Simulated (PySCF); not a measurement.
```xyz
15

O    -1.1971   -0.4081    1.1512
C    -2.2664   -0.2556    0.6186
O    -2.4708    0.0693   -0.6196
C    -1.3095    0.2923   -1.4356
Si    0.2874   -0.6477   -0.8814
Si    1.7176    0.5556    0.4491
O     3.0966   -0.2725    0.1789
H    -3.2256   -0.3802    1.1465
H    -1.1411    1.3718   -1.4578
H    -1.6156   -0.0131   -2.4339
H     0.8872   -0.8449   -2.2281
H    -0.0972   -2.0175   -0.5212
H     1.4808    0.6230    1.8944
H     1.9229    1.9599    0.0342
H     3.9266   -0.0243    0.5770
```

Geometry: GFN2-xTB.

Computed with B3LYP/def2-SVPD, SCF density, gas phase (PySCF 2.14.0).

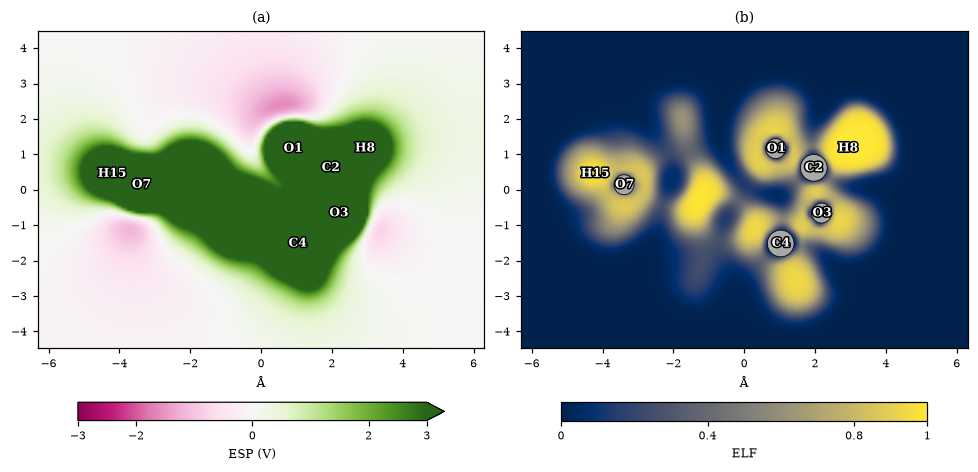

C2H8O3Si2 (SMILES O=COC[SiH2][SiH2]O). (a) electrostatic potential; (b) electron localisation function on the plane of atoms C2, O3 and C4. Grey discs cover the atomic cores in the ELF map.

> Interpret the plot.

- Atoms in the plane: O, C and H.
- C–O (1.20 Å): the ELF peaks at about 0.85 between the atoms: a short, multiple covalent bond.
- O–H (0.95 Å): the ELF climbs to about 1 towards the hydrogen, as it does in any bond to H (a covalent bond by its length).
- C–O (1.30 Å): the ELF peaks at about 0.90 between the atoms, as expected for a polar covalent bond.
- C–H (1.10 Å): the ELF climbs to about 1 towards the hydrogen; a covalent bond by its length.
- The ELF also peaks beside O3, O7 and O1, away from the bonds: lone-pair regions.
- Outside the dense part of the molecule the potential is most negative (−1.6 V) near O1.
